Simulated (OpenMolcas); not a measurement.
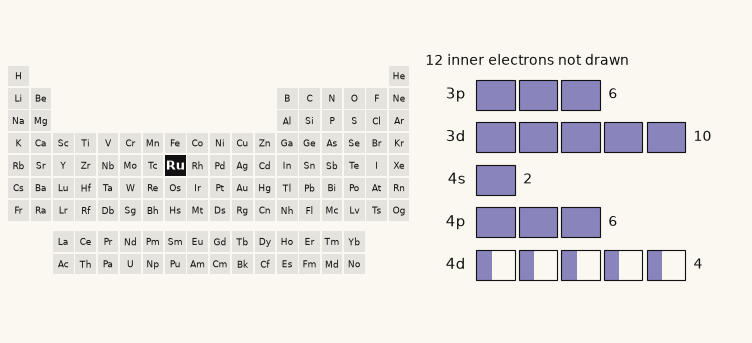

Left, the place of ruthenium in the periodic table; right, the outer shells of the leading configuration of the lowest level: a box for each of the 2l + 1 orbitals, shaded by the share of the shell that is filled, with the electron count at the right.

Multiconfigurational calculation for Ru⁴⁺ complex (part 1 of 2)

Ru⁴⁺ with 6 ligands (F; octahedron, 1.761 Å), embedded in Cs2GeF6 by model potentials and point charges, whose field is part of the energies. Computed at this level: state-averaged CASSCF, active space 4 electrons in the shell 4d, basis ANO-RCC-VDZP on the metal and ANO-RCC-VDZP on the ligands, DKH2 scalar Hamiltonian, spin-orbit coupling by RASSI with atomic mean-field integrals (OpenMolcas).

Output (extracts):
```
--- SEWARD ---
Basis set label: RU.ANO-RCC...6S5P3D1F.

      Electronic valence basis set:
      ------------------
      Associated Effective Charge  44.000000 au
      Associated Actual Charge     44.000000 au
      Nuclear Model: Point charge

      Shell  nPrim  nBasis  Cartesian Spherical Contaminant
         s      21       6        X
         p      18       5        X
         d      13       3                 X
         f       6       1                 X
                  Relativistic Douglas-Kroll-Hess integrals:
                    - DKH order of Hamiltonian: 2
                    - DKH order of Properties : 0
                  Atomic mean-field integrals
--- RASSCF ---
Wave function specifications:
      -----------------------------

      Number of closed shell electrons          96
      Number of electrons in active shells       4
      Max number of holes in RAS1 space          0
      Max nr of electrons in RAS3 space          0
      Number of inactive orbitals               48
      Number of active orbitals                  5
      Number of secondary orbitals              74
      Spin quantum number                      2.0
      State symmetry                             1
Orbital specifications:
      -----------------------

      Symmetry species                           1   2
                                                ag  au
      Frozen orbitals                            0   0
      Inactive orbitals                         24  24
      Active orbitals                            5   0
      RAS1 orbitals                              0   0
      RAS2 orbitals                              5   0
      RAS3 orbitals                              0   0
      Secondary orbitals                        34  40
      Deleted orbitals                           0   0
      Number of basis functions                 63  64
      Number of CSFs                             5
      Number of root(s) required                 5
      Iter CI   SX   CI       RASSCF       Energy    max ROT     max BLB   max BLB  Level Ln srch  Step   QN
          iter iter root      energy       change     param      element    value   shift minimum  type update
 Nr of preliminary CI iterations:   1
      Total energies have been shifted. Add                -5000.00 au
        1   1   10    0  -123.57093483    0.00E+00  -1.19E-01*  12  35 2 -3.25E-01*  1.11   0.00    SX    NO
        2   1   10    0  -124.70114720   -1.13E+00* -1.11E-01*  24  27 1  1.94E-01*  0.74   0.00    SX    NO
        3   1   10    0  -124.91926798   -2.18E-01*  4.24E-02    7  35 2  6.78E-02*  0.54   0.00    SX    NO
        4   1   10    0  -124.95518021   -3.59E-02*  1.74E-02   24  27 1  2.82E-02*  0.57   0.00    SX    NO
        5   1   10    0  -124.96178024   -6.60E-03*  1.38E-02   24  27 1  1.17E-02*  0.57   1.86    LS   YES
        6   1    9    0  -124.96357988   -1.80E-03*  3.51E-03   27  33 1 -4.47E-03*  0.58   1.09    QN   YES
        7   1    9    0  -124.96375242   -1.73E-04* -1.31E-03    7  35 2 -2.82E-03*  0.58   1.21    QN   YES
        8   1    7    0  -124.96377941   -2.70E-05* -5.07E-04   24  27 1 -6.76E-04*  0.58   1.06    QN   YES
        9   1    7    0  -124.96378171   -2.30E-06*  3.14E-04   24  27 1 -2.28E-04*  0.58   1.47    QN   YES
       10   1    6    0  -124.96378236   -6.51E-07* -3.76E-05   24  37 2  5.49E-05   0.58   1.10    QN   YES
       11   1    6    0  -124.96378239   -2.94E-08*  1.04E-05   24  37 2  2.55E-05   0.58   1.26    QN   YES
       12   1    5    0  -124.96378240   -3.73E-09  -2.18E-06   12  38 1  5.61E-06   0.58   1.21    QN   YES
      Convergence after 12 iterations
       13   1    5    0  -124.96378240   -4.02E-10  -2.18E-06   24  59 2  3.33E-06   0.58   1.21    QN   YES
      Natural orbitals and occupation numbers for root  1
      sym 1:   1.000000   1.000000   1.000000   1.000000  -0.000000
      Natural orbitals and occupation numbers for root  2
      sym 1:   1.000000   1.000000   0.000000   1.000000   1.000000
      Natural orbitals and occupation numbers for root  3
      sym 1:   0.000000   1.000000   1.000000   1.000000   1.000000
::    RASSCF root number  1 Total energy:  -5125.08297846
::    RASSCF root number  2 Total energy:  -5125.08297846
::    RASSCF root number  3 Total energy:  -5124.88431836
::    RASSCF root number  4 Total energy:  -5124.88431836
::    RASSCF root number  5 Total energy:  -5124.88431836
--- RASSCF ---
Wave function specifications:
      -----------------------------

      Number of closed shell electrons          96
      Number of electrons in active shells       4
      Max number of holes in RAS1 space          0
      Max nr of electrons in RAS3 space          0
      Number of inactive orbitals               48
      Number of active orbitals                  5
      Number of secondary orbitals              74
      Spin quantum number                      1.0
      State symmetry                             1
Orbital specifications:
      -----------------------

      Symmetry species                           1   2
                                                ag  au
      Frozen orbitals                            0   0
      Inactive orbitals                         24  24
      Active orbitals                            5   0
      RAS1 orbitals                              0   0
      RAS2 orbitals                              5   0
      RAS3 orbitals                              0   0
      Secondary orbitals                        34  40
      Deleted orbitals                           0   0
      Number of basis functions                 63  64
      Number of CSFs                            45
      Number of root(s) required                45
      Iter CI   SX   CI       RASSCF       Energy    max ROT     max BLB   max BLB  Level Ln srch  Step   QN
          iter iter root      energy       change     param      element    value   shift minimum  type update
 Nr of preliminary CI iterations:   1
      Total energies have been shifted. Add                -5000.00 au
        1   1   10    0  -124.86091466    0.00E+00  -8.22E-03   18  26 1 -1.12E-02*  0.54   0.00    SX    NO
        2   1   10    0  -124.86214854   -1.23E-03*  4.17E-03   18  26 1 -5.69E-03*  0.54   0.00    SX    NO
        3   1    9    0  -124.86241519   -2.67E-04*  2.28E-03   18  26 1 -3.11E-03*  0.53   0.00    SX    NO
        4   1    8    0  -124.86248046   -6.53E-05*  1.23E-03   18  26 1 -1.67E-03*  0.53   0.00    SX    NO
        5   1    8    0  -124.86249758   -1.71E-05*  1.32E-03   18  26 1 -9.33E-04*  0.53   2.08    LS   YES
        6   1    7    0  -124.86250399   -6.41E-06*  1.26E-04   16  27 1 -1.99E-04*  0.53   1.01    QN   YES
        7   1    6    0  -124.86250428   -2.91E-07*  1.83E-04   16  27 1 -1.39E-04*  0.53   1.47    QN   YES
        8   1    6    0  -124.86250438   -1.01E-07* -9.09E-06   10  37 2 -3.17E-05   0.53   0.96    QN   YES
        9   1    5    0  -124.86250438   -3.18E-09  -3.39E-06   21  43 1 -6.56E-06   0.53   1.02    QN   YES
      Convergence after  9 iterations
       10   1    5    0  -124.86250438   -4.43E-10  -3.39E-06   21  43 1 -2.95E-06   0.53   1.02    QN   YES
      Natural orbitals and occupation numbers for root  1
      sym 1:   1.990366   0.999900   1.000109   0.003457   0.006167
      Natural orbitals and occupation numbers for root  2
      sym 1:   0.999892   1.990352   1.000116   0.003463   0.006177
      Natural orbitals and occupation numbers for root  3
      sym 1:   1.990259   0.999985   1.000016   0.006231   0.003509
::    RASSCF root number  1 Total energy:  -5125.19825513
::    RASSCF root number  2 Total energy:  -5125.19825513
::    RASSCF root number  3 Total energy:  -5125.19825513
::    RASSCF root number  4 Total energy:  -5125.01408965
::    RASSCF root number  5 Total energy:  -5125.01408965
::    RASSCF root number  6 Total energy:  -5125.00877066
::    RASSCF root number  7 Total energy:  -5125.00877066
::    RASSCF root number  8 Total energy:  -5125.00877066
::    RASSCF root number  9 Total energy:  -5125.00533217
::    RASSCF root number 10 Total energy:  -5125.00533217
::    RASSCF root number 11 Total energy:  -5125.00533217
::    RASSCF root number 12 Total energy:  -5124.99930447
::    RASSCF root number 13 Total energy:  -5124.99238289
::    RASSCF root number 14 Total energy:  -5124.98663371
::    RASSCF root number 15 Total energy:  -5124.98663371
::    RASSCF root number 16 Total energy:  -5124.93535700
::    RASSCF root number 17 Total energy:  -5124.93535700
::    RASSCF root number 18 Total energy:  -5124.93535700
::    RASSCF root number 19 Total energy:  -5124.93495552
::    RASSCF root number 20 Total energy:  -5124.93495552
::    RASSCF root number 21 Total energy:  -5124.93495552
::    RASSCF root number 22 Total energy:  -5124.81346801
::    RASSCF root number 23 Total energy:  -5124.81346801
::    RASSCF root number 24 Total energy:  -5124.81346801
::    RASSCF root number 25 Total energy:  -5124.81202012
::    RASSCF root number 26 Total energy:  -5124.81202012
::    RASSCF root number 27 Total energy:  -5124.81202012
::    RASSCF root number 28 Total energy:  -5124.79700282
::    RASSCF root number 29 Total energy:  -5124.79700282
::    RASSCF root number 30 Total energy:  -5124.78777788
--- RASSCF ---
Wave function specifications:
      -----------------------------

      Number of closed shell electrons          96
      Number of electrons in active shells       4
      Max number of holes in RAS1 space          0
      Max nr of electrons in RAS3 space          0
      Number of inactive orbitals               48
      Number of active orbitals                  5
      Number of secondary orbitals              74
      Spin quantum number                      0.0
      State symmetry                             1
Orbital specifications:
      -----------------------

      Symmetry species                           1   2
                                                ag  au
      Frozen orbitals                            0   0
      Inactive orbitals                         24  24
      Active orbitals                            5   0
      RAS1 orbitals                              0   0
      RAS2 orbitals                              5   0
      RAS3 orbitals                              0   0
      Secondary orbitals                        34  40
      Deleted orbitals                           0   0
      Number of basis functions                 63  64
      Number of CSFs                            50
      Number of root(s) required                50
      Iter CI   SX   CI       RASSCF       Energy    max ROT     max BLB   max BLB  Level Ln srch  Step   QN
          iter iter root      energy       change     param      element    value   shift minimum  type update
 Nr of preliminary CI iterations:   1
      Total energies have been shifted. Add                -5000.00 au
        1   1    9    0  -124.81265640    0.00E+00  -4.07E-03   18  25 1 -5.55E-03*  0.52   0.00    SX    NO
        2   1    9    0  -124.81296130   -3.05E-04*  2.02E-03   18  25 1 -2.76E-03*  0.52   0.00    SX    NO
        3   1    8    0  -124.81302631   -6.50E-05*  1.13E-03   18  25 1 -1.54E-03*  0.52   0.00    SX    NO
        4   1    8    0  -124.81304228   -1.60E-05*  6.01E-04   18  25 1 -8.20E-04*  0.52   0.00    SX    NO
        5   1    8    0  -124.81304655   -4.27E-06*  5.97E-04   18  25 1 -4.67E-04*  0.52   1.99    LS   YES
        6   1    7    0  -124.81304816   -1.62E-06*  1.38E-04   18  25 1 -1.17E-04*  0.52   1.11    QN   YES
        7   1    6    0  -124.81304826   -9.91E-08*  5.92E-05   17  28 1  6.00E-05   0.52   1.33    QN   YES
        8   1    6    0  -124.81304829   -2.67E-08* -1.22E-05   10  36 2 -1.15E-05   0.52   1.07    QN   YES
        9   1    5    0  -124.81304829   -1.81E-09  -2.57E-06   16  40 1 -3.83E-06   0.52   1.09    QN   YES
      Convergence after  9 iterations
       10   1    5    0  -124.81304829   -1.93E-10  -2.57E-06   17  42 1  1.63E-06   0.52   1.09    QN   YES
      Natural orbitals and occupation numbers for root  1
      sym 1:   1.020699   0.979684   1.975645   0.020195   0.003777
      Natural orbitals and occupation numbers for root  2
      sym 1:   0.992814   1.975535   1.007182   0.003876   0.020593
      Natural orbitals and occupation numbers for root  3
      sym 1:   1.973924   0.951651   1.050745   0.019906   0.003774
::    RASSCF root number  1 Total energy:  -5125.15668096
::    RASSCF root number  2 Total energy:  -5125.15668096
::    RASSCF root number  3 Total energy:  -5125.15668096
::    RASSCF root number  4 Total energy:  -5125.15082175
::    RASSCF root number  5 Total energy:  -5125.15082175
::    RASSCF root number  6 Total energy:  -5125.09959363
::    RASSCF root number  7 Total energy:  -5124.97649404
::    RASSCF root number  8 Total energy:  -5124.97649404
::    RASSCF root number  9 Total energy:  -5124.97649404
::    RASSCF root number 10 Total energy:  -5124.97559817
::    RASSCF root number 11 Total energy:  -5124.96705773
::    RASSCF root number 12 Total energy:  -5124.96705773
::    RASSCF root number 13 Total energy:  -5124.96705773
::    RASSCF root number 14 Total energy:  -5124.95934238
::    RASSCF root number 15 Total energy:  -5124.95934238
::    RASSCF root number 16 Total energy:  -5124.92984589
::    RASSCF root number 17 Total energy:  -5124.90079143
::    RASSCF root number 18 Total energy:  -5124.90079143
::    RASSCF root number 19 Total energy:  -5124.90079143
::    RASSCF root number 20 Total energy:  -5124.89238022
::    RASSCF root number 21 Total energy:  -5124.89238022
::    RASSCF root number 22 Total energy:  -5124.89238022
::    RASSCF root number 23 Total energy:  -5124.78473293
::    RASSCF root number 24 Total energy:  -5124.78473293
::    RASSCF root number 25 Total energy:  -5124.78473293
::    RASSCF root number 26 Total energy:  -5124.77803671
::    RASSCF root number 27 Total energy:  -5124.77803671
::    RASSCF root number 28 Total energy:  -5124.77324763
::    RASSCF root number 29 Total energy:  -5124.74922718
::    RASSCF root number 30 Total energy:  -5124.74922718
```

(Continued in part 2.) Outcome of the run: converged.
